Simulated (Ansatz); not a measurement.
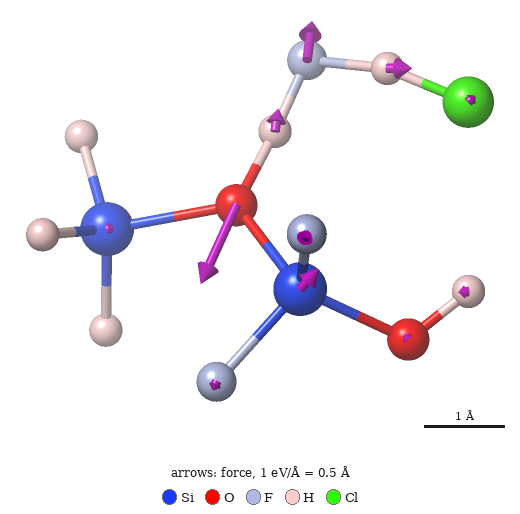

Starting geometry of Si₂H₆O₂ClF₃ (started from a transition state, displaced along its imaginary mode) with the computed forces as purple arrows. The picture is a ball-and-stick view, seen at a tilt.

Level of theory: RKS PBE0-D4/def2-TZVP (Ansatz 0.2.0).

Input
```yaml
crystal:
  periodic: [false, false, false]
  atoms:
    - {symbol: Si, position_ang: [-0.918410, 0.740585, 0.634888]}
    - {symbol: O, position_ang: [0.210306, -0.012204, -0.365089]}
    - {symbol: Si, position_ang: [0.258487, 0.317461, -2.055101]}
    - {symbol: F, position_ang: [-1.796437, 1.499825, -0.426021]}
    - {symbol: F, position_ang: [-0.161788, 1.834098, 1.481297]}
    - {symbol: O, position_ang: [-1.888580, -0.240564, 1.446823]}
    - {symbol: H, position_ang: [1.425817, -1.298225, 1.494020]}
    - {symbol: Cl, position_ang: [0.849667, -0.862338, 2.728943]}
    - {symbol: H, position_ang: [0.957245, -0.870021, -0.040432]}
    - {symbol: F, position_ang: [1.704992, -1.525856, 0.293883]}
    - {symbol: H, position_ang: [0.469863, 1.768869, -2.201131]}
    - {symbol: H, position_ang: [-1.025790, -0.119065, -2.634380]}
    - {symbol: H, position_ang: [1.399093, -0.486331, -2.527868]}
    - {symbol: H, position_ang: [-1.484464, -0.746233, 2.170168]}
basis:
  gaussian: {orbitals: def2-TZVP}
hamiltonian: {xc: pbe0, dispersion: d4}
relax: {f_tol: 0.005, max_steps: 200}
```

Command:
```bash
ansatz run in.yaml --threads 4 --pin off --events-out ev --progress --plain --max-ram 66560MiB --backend cuda --devices 0, --max-vram 37GiB
```

Q: Is this structure relaxed? If not, where do the atoms go?

A: It isn't relaxed: the largest force vector, on O2, is 2.32 eV/Å. The final displacements have little in common with the starting forces (cosine between the two patterns 0.27). Cl8 moves most after the best rigid fit: 0.78 Å. Largest moves by element: Cl 0.78 Å, H 0.74 Å, F 0.59 Å, O 0.48 Å, Si 0.25 Å. Near-neighbour distances that change, for instance: Si1–Cl8 3.175 → 4.130 Å, H7–F10 1.253 → 1.786 Å, O2–H9 1.183 → 1.634 Å, H7–Cl8 1.431 → 1.301 Å. Bonds break: O2–H9 (1.18 → 1.63 Å). Bond angles that change, for instance: Si1–O2–Si3 121.0° → 132.6°, O2–Si1–F4 100.9° → 107.6°, Si1–O6–H14 116.4° → 121.8°. Groups turn about Si1–O2 by about 30°, O2–Si3 by about 20°. After 40 accepted moves (42 points after the start) the energy has fallen by 63.0 kJ/mol. The largest force component goes from 1.7 to 0.0049 eV/Å. The line search rejected the trial steps at points 6, 26 of the run. The forces were under the threshold at step 36, but the run went on from there.
